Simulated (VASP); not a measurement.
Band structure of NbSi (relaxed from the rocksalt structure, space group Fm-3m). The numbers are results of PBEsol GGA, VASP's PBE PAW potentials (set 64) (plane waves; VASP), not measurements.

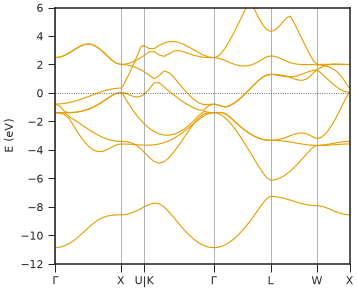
Figure: Bands along high-symmetry lines, zero at the valence-band maximum or, without a gap, the Fermi level

Question: Read the plot: is there a gap, and where are the band edges?

Answer: It has no gap at this level: it comes out as a metal or semimetal. (Edges off the drawn lines would not show.)

The structure was generated: NbSi was put into the rocksalt type (Fm-3m), which need not be its known phase. It was relaxed first, which changed the volume by -22 %. The electron count is odd and the run is not spin-polarised, which forces a metal.
